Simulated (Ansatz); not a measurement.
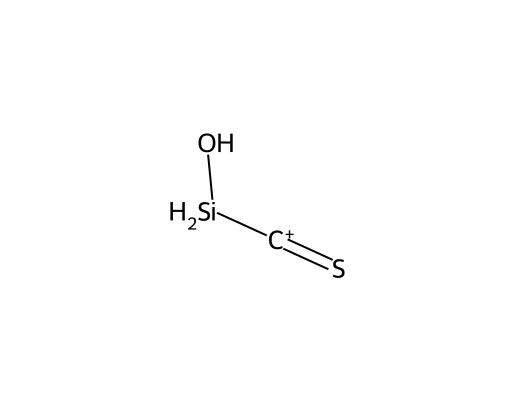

The species has charge +1 and is a spin singlet. The computed structure is the end point of a PBE0-D4/def2-TZVP optimisation. No frequency run is at hand to confirm it as a minimum. Method: RKS PBE0-D4/def2-TZVPP (Ansatz 0.2.0).

Estimate the HOMO–LUMO gap.

Answer. 5.72 eV.

Give the dispersion correction at this level.

Answer. −10.6 kJ/mol.

Estimate the HOMO energy (Kohn–Sham orbital).

Answer. −14.61 eV.
